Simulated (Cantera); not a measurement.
Feed: 1 mol FeS, 0.1 mol SO3, 0.043 mol H2O, held at 17.0 bar.

These are equilibrium values from Cantera (NASA tables, ideal gas, pure condensed phases), not measurements of a reactor. Candidate condensed phases: Fe, FeO, Fe(OH)2, Fe(OH)3, FeS, FeSO4, FeS2, Fe2O3, Fe2(SO4)3, Fe3O4, H2O, H2SO4, S; 22 gas species. Mutual solubility and eutectic melting of coexisting phases are not modelled. FeS: taken at fixed stoichiometry. Gases not in the tables: S3 to S7. The numbers say what is thermodynamically allowed, not how fast it happens.

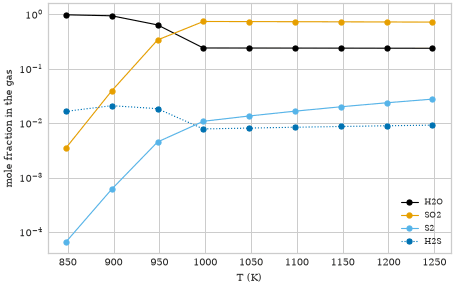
Equilibrium gas composition (values under 1e-9 drawn at 1e-9)

Problem. Read off the mole fractions at 848 K.

Solution. H2O about 0.98, H2S about 0.016, SO2 about 0.0035, S2 about 6.5e-5.
